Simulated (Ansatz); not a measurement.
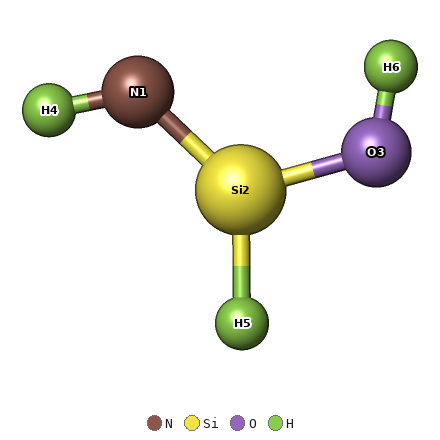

The system is H₃NOSi, SMILES N=[SiH]O; the picture shows the grid point nearest to the relaxed geometry. 
- Two internal coordinates are moved rigidly from the geometry relaxed at PBE0-D4/def2-TZVP, all others fixed.
- First axis: bond Si2–O3. Second axis: angle H5–Si2–N1.
- The scan uses a 7 × 7 grid.
- Energies are in eV, from the lowest grid point.
- Computed with RKS PBE-D4/def2-TZVPP (Ansatz).

Its coordinates:

| atom | x (Å) | y (Å) | z (Å) |
| --- | --- | --- | --- |
| N | -1.2147 | -0.5253 | -0.2538 |
| Si | 0.2070 | 0.1632 | -0.2804 |
| O | 1.0706 | 0.2819 | 1.0194 |
| H | -1.8193 | -0.6336 | -1.0526 |
| H | 1.0238 | 0.7960 | -1.3372 |
| H | 0.6703 | -0.0908 | 1.8110 |

Range: bond Si2–O3 from 1.394 to 2.107 Å; angle H5–Si2–N1 from 116.1 to 152.1°.

Q: What landscape does the calculation give?

A: The lowest grid point is at bond Si2–O3 = 1.684 Å, angle H5–Si2–N1 = 134.1°. The bottom of the well lies between grid points, at about bond Si2–O3 = 1.640 Å, angle H5–Si2–N1 = 135°, about 0.034 eV lower on the interpolated surface. No other kind of well shows on this grid. The highest grid point, bond Si2–O3 = 2.107 Å, angle H5–Si2–N1 = 116.1°, lies 1.97 eV above the lowest. Round the minimum the two coordinates are weakly coupled (coupling −0.10 in units of the two stiffnesses).

```
angle H5–Si2–N1 ↓, bond Si2–O3 →  1.394  1.464  1.565  1.684  1.815  1.957  2.107
                           152.1   1.95   1.02   0.36   0.22   0.49   1.02   1.66
                           146.1   1.74   0.83   0.20   0.08   0.38   0.93   1.61
                           140.1   1.60   0.71   0.10   0.01   0.33   0.90   1.59
                           134.1   1.54   0.67   0.07   0.00   0.34   0.92   1.62
                           128.1   1.54   0.68   0.10   0.04   0.39   0.99   1.69
                           122.1   1.61   0.75   0.18   0.14   0.50   1.10   1.81
                           116.1   1.73   0.88   0.32   0.28   0.65   1.26   1.97
```

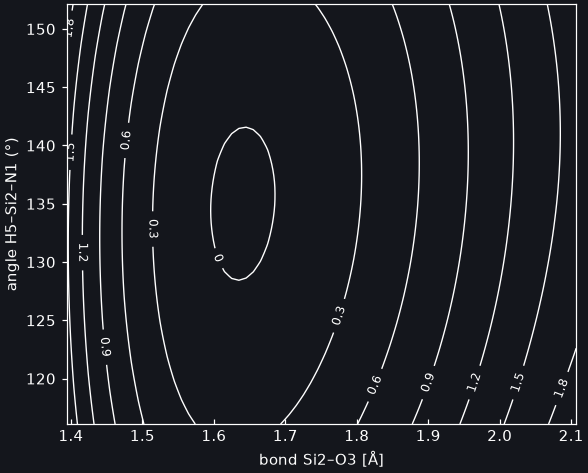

In the figure: contour lines labelled in eV. Between grid points the surface is interpolated.
